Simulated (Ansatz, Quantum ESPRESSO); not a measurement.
# Charging Pb(111), 4 layers, one monolayer of F on fcc sites, part 5 of 6

Aim: potential against charge for Pb(111), 4 layers, one monolayer of F on fcc sites facing a metal electrode, and the capacitance that follows.

Quantum ESPRESSO 7.5; plane-wave DFT, PBE, GBRV ultrasoft pseudopotentials; geometry by Ansatz 0.2.0 with PAW datasets.

So far. Step 8 (Self-consistent run: charge 0.0637 e): Gauss's law asks for a slope of 180.95 q/A = 1.086 eV/Å in the gap; the run gives 1.084. Step 10 (Self-consistent run: constant Fermi level -5.5 eV): Gauss's law asks for a slope of 180.95 q/A = -0.140 eV/Å in the gap; the run gives -0.140.

### 11. Ground state: constant Fermi level -5.0 eV

mu1.in

```
&control
  prefix = 'mu1'
  outdir = './out'
  pseudo_dir = './pseudo'
  calculation = 'scf'
  tprnfor = .true.
/
&system
  ibrav = 0
  nat = 5
  ntyp = 2
  ecutwfc = 40
  ecutrho = 200
  occupations = 'smearing'
  smearing = 'mv'
  degauss = 0.02
  assume_isolated = 'esm'
  esm_bc = 'bc3'
  lgcscf = .true.
  gcscf_mu = -5.0
  gcscf_conv_thr = 0.001
/
&electrons
  conv_thr = 1e-09
  mixing_beta = 0.2
  electron_maxstep = 160
  mixing_mode = 'TF'
  diagonalization = 'rmm-davidson'
  diago_rmm_conv = .false.
  diago_full_acc = .true.
/
ATOMIC_SPECIES
  Pb  207.2000  pb_pbe_v1.uspp.F.UPF
  F   18.9984  f_pbe_v1.4.uspp.F.UPF
CELL_PARAMETERS angstrom
  3.50017856689006 0.00000000002887 0.00000000000000
  1.75008928342003 3.03124355672304 0.00000000000000
  0.00000000000000 0.00000000000000 26.57365149750000
ATOMIC_POSITIONS crystal
  Pb  -0.000000000000 -0.000000000000 -0.094504945922
  Pb  0.333333333333 0.333333333333 0.013040824878
  Pb  0.666666666667 0.666666666667 0.125716959778
  Pb  -0.000000000000 -0.000000000000 0.241240872613
  F   0.333333333333 0.333333333333 0.293679681110
K_POINTS automatic
  12 12 1 0 0 0
```

The run is started by

```bash
OMP_NUM_THREADS=1 mpirun -n 4 pw.x -nk 4 -in mu1.in > mu1.out
```

Output:

```text
[banner, memory and clock lines left out]
Program PWSCF v.7.5 starts
[...]
Message from routine iosys:
[...]
Message from routine setup:
[...]
number of electrons       =        63.00
     number of Kohn-Sham states=           38
     kinetic-energy cutoff     =      40.0000  Ry
     charge density cutoff     =     200.0000  Ry
[...]
number of k points=    19  Marzari-Vanderbilt smearing, width (Ry)=  0.0200
[...]
Dense  grid:    90749 G-vectors     FFT dimensions: (  30,  30, 240)
[...]
negative rho (up, down):  6.891E-02 0.000E+00
     Starting wfcs are   40 randomized atomic wfcs
[...]
negative rho (up, down):  6.830E-02 0.000E+00
[...]
estimated scf accuracy    <       0.13082190 Ry
[...]
the Fermi energy          =      -5.05703015 eV
[...]
negative rho (up, down):  6.757E-02 0.000E+00
[...]
estimated scf accuracy    <       0.04833503 Ry
[...]
the Fermi energy          =      -5.44698227 eV
[...]
negative rho (up, down):  6.759E-02 0.000E+00
[...]
estimated scf accuracy    <       0.00799696 Ry
[...]
the Fermi energy          =      -5.20474266 eV
[...]
negative rho (up, down):  6.821E-02 0.000E+00
[...]
estimated scf accuracy    <       0.00547471 Ry
[...]
the Fermi energy          =      -5.34419005 eV
[...]
negative rho (up, down):  6.923E-02 0.000E+00
[...]
estimated scf accuracy    <       0.00108607 Ry
[...]
the Fermi energy          =      -5.13310858 eV
[...]
negative rho (up, down):  6.987E-02 0.000E+00
[...]
estimated scf accuracy    <       0.00200468 Ry
[...]
the Fermi energy          =      -5.18034771 eV
[...]
negative rho (up, down):  7.093E-02 0.000E+00
[...]
estimated scf accuracy    <       0.00030058 Ry
[...]
the Fermi energy          =      -5.14794772 eV
[...]
negative rho (up, down):  7.108E-02 0.000E+00
[...]
estimated scf accuracy    <       0.00003158 Ry
[...]
the Fermi energy          =      -5.09413645 eV
[...]
negative rho (up, down):  7.110E-02 0.000E+00
[...]
estimated scf accuracy    <       0.00001598 Ry
[...]
the Fermi energy          =      -5.05149490 eV
[...]
negative rho (up, down):  7.109E-02 0.000E+00
[...]
estimated scf accuracy    <       0.00001744 Ry
[...]
the Fermi energy          =      -5.05183239 eV
[...]
negative rho (up, down):  7.070E-02 0.000E+00
[...]
estimated scf accuracy    <       0.00001623 Ry
[...]
the Fermi energy          =      -5.05654058 eV
[...]
negative rho (up, down):  7.035E-02 0.000E+00
[...]
estimated scf accuracy    <       0.00001300 Ry
[...]
the Fermi energy          =      -5.04985290 eV
[...]
negative rho (up, down):  6.840E-02 0.000E+00
[...]
estimated scf accuracy    <       0.00001692 Ry
[...]
the Fermi energy          =      -5.04503695 eV
[...]
negative rho (up, down):  6.804E-02 0.000E+00
[...]
estimated scf accuracy    <       0.00007352 Ry
[...]
the Fermi energy          =      -5.03120422 eV
[...]
negative rho (up, down):  6.586E-02 0.000E+00
[...]
estimated scf accuracy    <       0.00009531 Ry
[...]
the Fermi energy          =      -5.03179833 eV
[...]
negative rho (up, down):  6.760E-02 0.000E+00
[...]
estimated scf accuracy    <       0.00026073 Ry
[...]
the Fermi energy          =      -5.02963515 eV
[...]
negative rho (up, down):  6.895E-02 0.000E+00
[...]
estimated scf accuracy    <       0.00013270 Ry
[...]
the Fermi energy          =      -5.03372348 eV
[...]
negative rho (up, down):  7.117E-02 0.000E+00
[...]
estimated scf accuracy    <       0.00006564 Ry
[...]
the Fermi energy          =      -5.02895971 eV
[...]
negative rho (up, down):  7.171E-02 0.000E+00
[...]
estimated scf accuracy    <       0.00000387 Ry
[...]
the Fermi energy          =      -5.03008305 eV
[...]
negative rho (up, down):  7.054E-02 0.000E+00
[...]
estimated scf accuracy    <       0.00000185 Ry
[...]
the Fermi energy          =      -5.02992874 eV
[...]
negative rho (up, down):  7.059E-02 0.000E+00
[...]
estimated scf accuracy    <       0.00000142 Ry
[...]
the Fermi energy          =      -5.02484923 eV
[...]
negative rho (up, down):  7.071E-02 0.000E+00
[...]
estimated scf accuracy    <       0.00000074 Ry
[...]
the Fermi energy          =      -5.02076766 eV
[...]
negative rho (up, down):  7.066E-02 0.000E+00
[...]
estimated scf accuracy    <       0.00000026 Ry
[...]
the Fermi energy          =      -5.01795077 eV
[...]
negative rho (up, down):  7.032E-02 0.000E+00
[...]
estimated scf accuracy    <       0.00000020 Ry
[...]
the Fermi energy          =      -5.01459770 eV
[...]
negative rho (up, down):  7.038E-02 0.000E+00
[...]
estimated scf accuracy    <       0.00000034 Ry
[...]
the Fermi energy          =      -5.01175408 eV
[...]
negative rho (up, down):  7.053E-02 0.000E+00
[...]
estimated scf accuracy    <       0.00000007 Ry
[...]
the Fermi energy          =      -5.01089355 eV
[...]
negative rho (up, down):  7.047E-02 0.000E+00
[...]
estimated scf accuracy    <       0.00000020 Ry
[...]
the Fermi energy          =      -5.00896437 eV
[...]
negative rho (up, down):  7.035E-02 0.000E+00
[...]
estimated scf accuracy    <       0.00000009 Ry
[...]
the Fermi energy          =      -5.00549259 eV
[...]
negative rho (up, down):  7.035E-02 0.000E+00
[...]
estimated scf accuracy    <       0.00000001 Ry
[...]
the Fermi energy          =      -5.00445866 eV
[...]
negative rho (up, down):  7.033E-02 0.000E+00
[...]
estimated scf accuracy    <          8.5E-09 Ry
[...]
the Fermi energy          =      -5.00383171 eV
[...]
negative rho (up, down):  7.033E-02 0.000E+00
[...]
estimated scf accuracy    <          6.9E-09 Ry
[...]
the Fermi energy          =      -5.00321083 eV
[...]
negative rho (up, down):  7.032E-02 0.000E+00
[...]
estimated scf accuracy    <          3.0E-09 Ry
[...]
the Fermi energy          =      -5.00267022 eV
[...]
negative rho (up, down):  7.031E-02 0.000E+00
[...]
estimated scf accuracy    <          1.4E-09 Ry
[...]
the Fermi energy          =      -5.00079720 eV
[...]
negative rho (up, down):  7.024E-02 0.000E+00
[...]
the Fermi energy is    -5.0007 ev
!    total energy              =    -705.27262043 Ry
     estimated scf accuracy    <          8.9E-10 Ry
!    total charge of GC-SCF    =      -0.01376944 e
     smearing contrib. (-TS)   =       0.00131556 Ry
     internal energy E=F+TS    =    -705.27393599 Ry
[...]
one-electron contribution =  -43024.22924894 Ry
     hartree contribution      =   21523.85937111 Ry
     xc contribution           =    -262.83693009 Ry
     ewald contribution        =   21057.92781175 Ry
[...]
convergence has been achieved in  34 iterations
     negative rho (up, down):  7.024E-02 0.000E+00
[...]
Total force =     0.003282     Total SCF correction =     0.000469
[...]
```

Wall time 8.1 min (4 MPI ranks of Arm Neoverse V2, shared host); peak memory 0.79 GiB.

This step gave:

- Fermi energy: -5.001 eV
- charge found by GC-SCF: -0.01377 e
- vacuum line at the lower end of the cell, over the Fermi level: 3.880 eV
- slope of the potential above: -0.2342 eV/Å
- vacuum line at the upper end of the cell, over the Fermi level: 5.001 eV

Gauss's law asks for a slope of 180.95 q/A = -0.235 eV/Å in the gap; the run gives -0.234.

### 12. Ground state: between two electrodes with a field of -0.004 Ry/bohr

bc2 puts electrodes at both ends of the cell; esm_efield times the cell length sets the bias between them, and the slab stays neutral.

bc2.in

```
&control
  prefix = 'bc2'
  outdir = './out'
  pseudo_dir = './pseudo'
  calculation = 'scf'
  tprnfor = .true.
/
&system
  ibrav = 0
  nat = 5
  ntyp = 2
  ecutwfc = 40
  ecutrho = 200
  occupations = 'smearing'
  smearing = 'mv'
  degauss = 0.02
  assume_isolated = 'esm'
  esm_bc = 'bc2'
  esm_efield = -0.004
/
&electrons
  conv_thr = 1e-07
  mixing_beta = 0.4
  electron_maxstep = 120
  mixing_mode = 'local-TF'
/
ATOMIC_SPECIES
  Pb  207.2000  pb_pbe_v1.uspp.F.UPF
  F   18.9984  f_pbe_v1.4.uspp.F.UPF
CELL_PARAMETERS angstrom
  3.50017856689006 0.00000000002887 0.00000000000000
  1.75008928342003 3.03124355672304 0.00000000000000
  0.00000000000000 0.00000000000000 26.57365149750000
ATOMIC_POSITIONS crystal
  Pb  -0.000000000000 -0.000000000000 -0.194092313516
  Pb  0.333333333333 0.333333333333 -0.086546542716
  Pb  0.666666666667 0.666666666667 0.026129592184
  Pb  -0.000000000000 -0.000000000000 0.141653505019
  F   0.333333333333 0.333333333333 0.194092313516
K_POINTS automatic
  12 12 1 0 0 0
```

The run is started by

```bash
OMP_NUM_THREADS=1 mpirun -n 4 pw.x -nk 4 -in bc2.in > bc2.out
```

Output:

```text
[banner, memory and clock lines left out]
Program PWSCF v.7.5 starts
[citation notice left out]

[...]
Message from routine setup:
[...]
bravais-lattice index     =            0
     lattice parameter (alat)  =       6.6144  a.u.
     unit-cell volume          =    1902.6498 (a.u.)^3
     number of atoms/cell      =            5
     number of atomic types    =            2
     number of electrons       =        63.00
     number of Kohn-Sham states=           38
     kinetic-energy cutoff     =      40.0000  Ry
     charge density cutoff     =     200.0000  Ry
     scf convergence threshold =      1.0E-07
     mixing beta               =       0.4000
     number of iterations used =            8  local-TF  mixing
     Exchange-correlation=  SLA  PW   PBX  PBC
                           (   1   4   3   4   0   0   0)

     Effective Screening Medium Method
     Boundary Conditions: Metal-Slab-Metal
     total charge in unit cell        =   0.0000
     field strength                   =  -0.0040 Ry/a.u.
     grid points for fit at edges     =        4

[...]
PseudoPot. # 1 for Pb read from file:
     ./pseudo/pb_pbe_v1.uspp.F.UPF
     Pseudo is Ultrasoft + core correction, Zval = 14.0
     Generated by new atomic code, or converted to UPF format
     Using radial grid of  899 points,  6 beta functions with:
                l(1) =   0
                l(2) =   0
                l(3) =   1
                l(4) =   1
                l(5) =   2
                l(6) =   2
     Q(r) pseudized with  6 coefficients,  rinner =    1.000   1.000   1.000
                                                       1.000   1.000

     PseudoPot. # 2 for F  read from file:
     ./pseudo/f_pbe_v1.4.uspp.F.UPF
     Pseudo is Ultrasoft, Zval =  7.0
     Generated by new atomic code, or converted to UPF format
     Using radial grid of  799 points,  4 beta functions with:
                l(1) =   0
                l(2) =   0
                l(3) =   1
                l(4) =   1
     Q(r) pseudized with  8 coefficients,  rinner =    0.950   0.950   0.950

     atomic species   valence    mass     pseudopotential
     Pb               14.00   207.20000     Pb( 1.00)
     F                 7.00    18.99840     F ( 1.00)

      6 Sym. Ops. (no inversion) found

[...]
number of k points=    19  Marzari-Vanderbilt smearing, width (Ry)=  0.0200
[...]
Dense  grid:    90749 G-vectors     FFT dimensions: (  30,  30, 240)

     Smooth grid:    64877 G-vectors     FFT dimensions: (  27,  27, 216)

     Check: negative core charge=   -0.000007

     Initial potential from superposition of free atoms

     starting charge      62.9906, renormalised to      63.0000

     negative rho (up, down):  7.020E-02 0.000E+00
     Starting wfcs are   40 randomized atomic wfcs

     per-process dynamical memory:    90.4 Mb

     Self-consistent Calculation

     iteration #  1     ecut=    40.00 Ry     beta= 0.40
     Davidson diagonalization with overlap
     ethr =  1.00E-02,  avg # of iterations =  1.0

     Threshold (ethr) on eigenvalues was too large:
     Diagonalizing with lowered threshold

     Davidson diagonalization with overlap
     ethr =  7.80E-04,  avg # of iterations =  6.2

     negative rho (up, down):  6.962E-02 0.000E+00

     total energy              =    -705.23969469 Ry
     estimated scf accuracy    <       0.44499920 Ry

     iteration #  2     ecut=    40.00 Ry     beta= 0.40
[...]
negative rho (up, down):  6.900E-02 0.000E+00

[...]
total energy              =    -705.18291946 Ry
     estimated scf accuracy    <       0.21739197 Ry

     iteration #  3     ecut=    40.00 Ry     beta= 0.40
[...]
c_bands:  1 eigenvalues not converged
[...]
negative rho (up, down):  6.903E-02 0.000E+00

[...]
total energy              =    -705.28197150 Ry
     estimated scf accuracy    <       0.12979682 Ry

     iteration #  4     ecut=    40.00 Ry     beta= 0.40
[...]
c_bands:  2 eigenvalues not converged
[...]
negative rho (up, down):  7.125E-02 0.000E+00

[...]
total energy              =    -705.26208196 Ry
     estimated scf accuracy    <       0.12889552 Ry

     iteration #  5     ecut=    40.00 Ry     beta= 0.40
[...]
negative rho (up, down):  8.183E-02 0.000E+00

[...]
total energy              =    -705.25497074 Ry
     estimated scf accuracy    <       0.04667893 Ry

     iteration #  6     ecut=    40.00 Ry     beta= 0.40
[...]
c_bands:  4 eigenvalues not converged
     c_bands:  2 eigenvalues not converged
     c_bands:  1 eigenvalues not converged
[...]
negative rho (up, down):  7.728E-02 0.000E+00

[...]
total energy              =    -705.24738326 Ry
     estimated scf accuracy    <       0.20262892 Ry

[...]
iteration # 28     ecut=    40.00 Ry     beta= 0.40
[...]
c_bands:  2 eigenvalues not converged
     c_bands:  1 eigenvalues not converged
     c_bands:  1 eigenvalues not converged
     c_bands:  1 eigenvalues not converged
     c_bands:  3 eigenvalues not converged
[...]
negative rho (up, down):  7.157E-02 0.000E+00

[...]
total energy              =    -705.27003370 Ry
     estimated scf accuracy    <       0.00000097 Ry

     iteration # 29     ecut=    40.00 Ry     beta= 0.40
[...]
negative rho (up, down):  7.167E-02 0.000E+00

[...]
total energy              =    -705.26998425 Ry
     estimated scf accuracy    <       0.00000025 Ry

     iteration # 30     ecut=    40.00 Ry     beta= 0.40
[...]
c_bands:  2 eigenvalues not converged
[...]
negative rho (up, down):  7.165E-02 0.000E+00

[...]
total energy              =    -705.26998815 Ry
     estimated scf accuracy    <       0.00000014 Ry

     iteration # 31     ecut=    40.00 Ry     beta= 0.40
[...]
negative rho (up, down):  7.171E-02 0.000E+00

[...]
End of self-consistent calculation

          k = 0.0000 0.0000 0.0000 (  8225 PWs)   bands (ev):

   -29.5923 -23.7000 -23.6956 -23.6956 -23.5604 -23.5181 -23.5181 -23.5128
   -23.5128 -23.5043 -23.4707 -23.4707 -23.3860 -23.3860 -23.3642 -23.3465
   -23.3465 -23.2901 -23.2901 -23.1746 -23.1746 -17.7248 -17.0557 -16.0902
   -15.1852 -10.7142 -10.7142 -10.5327  -9.4379  -7.4053  -5.0194  -3.2093
    -2.3194  -1.2269  -0.5557  -0.4769  -0.4767  -0.0118

          k =-0.0000 0.0962 0.0000 (  8193 PWs)   bands (ev):

   -29.5874 -23.7001 -23.6842 -23.6790 -23.5538 -23.5217 -23.5205 -23.5180
   -23.4974 -23.4947 -23.4708 -23.4574 -23.3933 -23.3861 -23.3594 -23.3437
   -23.3336 -23.2962 -23.2888 -23.1837 -23.1757 -17.6078 -16.9477 -15.9968
   -15.0967 -10.8090 -10.7330 -10.4952  -9.3092  -7.2757  -4.9156  -3.1099
    -2.2515  -1.7985  -1.3046  -1.0743  -0.9474  -0.5980

[...]
the Fermi energy is    -6.4583 ev

!    total energy              =    -705.26997382 Ry
     estimated scf accuracy    <       0.00000006 Ry
     smearing contrib. (-TS)   =       0.00136744 Ry
     internal energy E=F+TS    =    -705.27134126 Ry

     The total energy is F=E-TS. E is the sum of the following terms:
     one-electron contribution =  -22678.23991042 Ry
     hartree contribution      =   11347.53497089 Ry
     xc contribution           =    -262.82711009 Ry
     ewald contribution        =   10888.26070835 Ry

     convergence has been achieved in  31 iterations

     negative rho (up, down):  7.171E-02 0.000E+00

     Forces acting on atoms (cartesian axes, Ry/au):

     atom    1 type  1   force =     0.00000000    0.00000000    0.00123695
     atom    2 type  1   force =     0.00000000    0.00000000   -0.00106547
     atom    3 type  1   force =     0.00000000    0.00000000   -0.00012608
     atom    4 type  1   force =     0.00000000    0.00000000    0.00254693
     atom    5 type  2   force =     0.00000000    0.00000000   -0.00192763

     Total force =     0.003589     Total SCF correction =     0.001066
     SCF correction compared to forces is large: reduce conv_thr to get better values

[...]
```

Elapsed: 2.5 min, on 4 MPI ranks; peak memory 0.66 GiB.

This step gave:

| Quantity | Value |
| --- | --- |
| Fermi energy | -6.458 eV |
| slope of the potential below | 0.02633 eV/Å |
| vacuum line at the lower end of the cell, over the Fermi level | 3.726 eV |
| slope of the potential above | 0.02669 eV/Å |
| vacuum line at the upper end of the cell, over the Fermi level | 6.458 eV |

The potential energy, planar mean oscillates, so the rows of the table below give means over windows of 2.5 Å about each position, cut where the curve ends. Its maxima inside the range that stand out by 2 % of the span (Å: eV): -3.8: 1.19, -0.8: 1.72, 2.2: 1.80, 4.8: -3.14. Its minima: -5.2: -16.1, -2.3: -16.2, 0.7: -16.0, 3.8: -16.6, 5.1: -3.71.

Electrostatic potential energy of an electron; zero at the Fermi level. The potential energy, planar mean by z; means over each step:

| z (Å) | potential energy, planar mean (eV) |
| --- | --- |
| -12.5 | 3.75 |
| -10.0 | 3.81 |
| -7.5 | 3.28 |
| -5.0 | -7.59 |
| -2.5 | -7.59 |
| 0.0 | -6.38 |
| 2.5 | -4.25 |
| 5.0 | -3.54 |
| 7.5 | 6.27 |
| 10.0 | 6.37 |
| 12.5 | 6.43 |

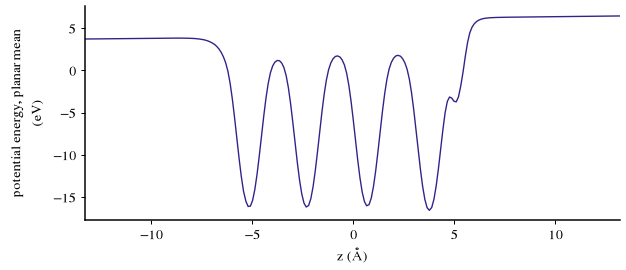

Potential energy, planar mean against z.

The set field of -0.103 V/Å over 26.6 Å is a bias of 2.73 V; the two ends of the cell differ by 2.73 eV. The slope in the vacuum is 0.027 eV/Å in size, less than the set field, because the sheet's own dipole step takes up part of the bias.

(Continued in part 6 of 6.)

[Logs are printed without paths, hosts, clocks, repeated set-up lines and the standing remarks that a program may print on its own settings, such as how far it seeks lower states.]

[Hosts, paths, dates, database ids (printed as entryN), source tags and the programs' standing remarks are cut or masked in the printed files.]

[Maps of the electrostatic potential energy from Ansatz leave out the sawtooth potential of an applied field or a dipole correction, so their vacuum need not be flat; planar profiles and work functions include it.]
